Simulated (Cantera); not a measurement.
Charge: 1 mol Si3H8, 26 mol H2, 0.94 mol Cl2, held at 150000 Pa.

Equilibrium computed with Cantera from the NASA thermochemical tables; the gas is ideal and each condensed phase is pure. Candidate condensed phases: Si; 19 gas species. The feed counts by its element totals alone. The tables' values for SiCl3 are old estimates; treat these amounts as uncertain. Kinetics and transport are ignored.

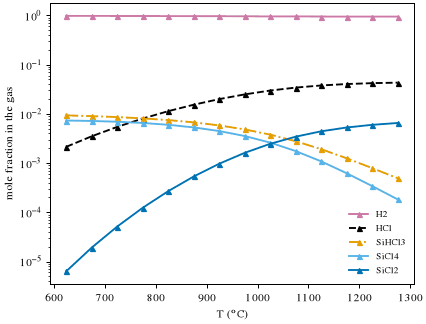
Figure: Equilibrium gas composition (values under 1e-9 drawn at 1e-9)

Read off the mole fractions at 1125 °C.

H2 about 0.95, HCl about 0.038, SiCl2 about 0.0044, SiHCl3 about 0.0019, SiCl4 about 0.0011.
